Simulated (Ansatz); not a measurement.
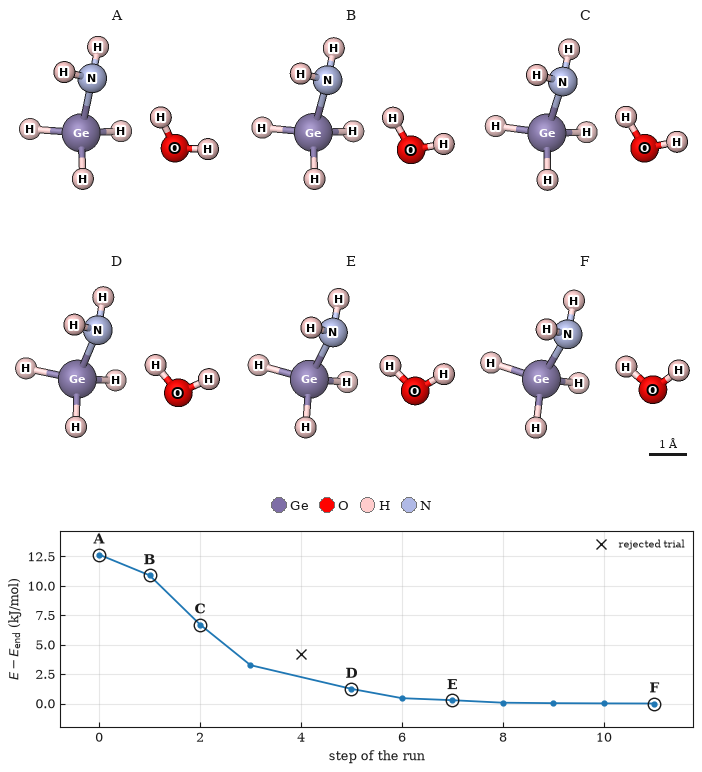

Frames of a relaxation of GeNH7O, marked on the history of the run. A ball-and-stick model, seen at a tilt.

The run prepares an end point of a later path (reaction) calculation, from a guessed geometry.

Level of theory: Ansatz 0.2.0, RKS PBE0-D4/def2-SVPD.

Input file:
```yaml
crystal:
  periodic: [false, false, false]
  atoms:
    - { symbol: Ge, position_ang: [0.446665, -0.377033, -0.410603] }
    - { symbol: O, position_ang: [-0.776641, -0.157781, 2.294814] }
    - { symbol: H, position_ang: [-1.275037, -0.235227, 3.109043] }
    - { symbol: H, position_ang: [1.146773, -0.352526, -1.793253] }
    - { symbol: H, position_ang: [0.548617, 1.005582, 0.229323] }
    - { symbol: H, position_ang: [-0.992062, -0.873388, -0.573635] }
    - { symbol: "N", position_ang: [1.307964, -1.605363, 0.744111] }
    - { symbol: H, position_ang: [1.13518, -2.572136, 0.48601] }
    - { symbol: H, position_ang: [2.313394, -1.47424, 0.797101] }
    - { symbol: H, position_ang: [-0.042054, -0.807988, 2.361689] }
basis:
  gaussian: { orbitals: def2-SVPD }
hamiltonian:
  xc: pbe0
  dispersion: d4
relax:
  f_tol: 0.03
  max_steps: 50
output:
  orbitals: {}
```

Command:
```bash
ansatz run input.yaml --threads 4 --pin off --max-ram 5120MiB --backend cpu --events-out ev --progress --plain --runs-dir out
```

**Describe the path.**

The atom that moves furthest after the best rigid fit is H3 (0.78 Å). Largest moves by element: H 0.78 Å, O 0.45 Å, N 0.35 Å, Ge 0.25 Å. Near-neighbour distances that change, for instance: Ge1–N7 1.893 → 1.865 Å, Ge1–H4 1.550 → 1.544 Å, O2–H10 0.983 → 0.978 Å, Ge1–H5 1.527 → 1.532 Å. The energy falls by 12.7 kJ/mol in 10 accepted moves (11 points after the start). Largest force component: 0.54 eV/Å at the start, 0.0062 eV/Å at the end. The line search rejected the trial step at point 4 of the run. The run took 26 s on 4 threads of Intel(R) Xeon(R) CPU @ 2.60GHz (Ice Lake) (shared host), peak memory 0.39 GiB. From step 0 to 1: H3 moves most (0.19 Å), energy −1.76 kJ/mol. From step 1 to 2: H9 moves most (0.07 Å), energy −4.18 kJ/mol. From step 2 to 5: H3 moves most (0.24 Å), energy −5.47 kJ/mol. From step 5 to 7: H3 moves most (0.16 Å), energy −0.96 kJ/mol. From step 7 to 11: H3 moves most (0.15 Å), energy −0.28 kJ/mol.

```
step  E − E(0), kJ/mol  largest force component, eV/Å      note
   0              0.00                         0.5388          
   1             -1.76                         1.4219          
   2             -5.95                         1.0069          
   3             -9.40                         0.6518          
   4             -8.49                         0.3925  rejected
   5            -11.42                         0.2461          
   6            -12.21                         0.0363          
   7            -12.38                         0.0787          
   8            -12.59                         0.0688          
   9            -12.63                         0.0484          
  10            -12.65                         0.0406          
  11            -12.66                         0.0062
```

Limits of the set-up: the start holds two separate molecules, 2.3 Å apart at their closest, whose relative position is a soft coordinate.
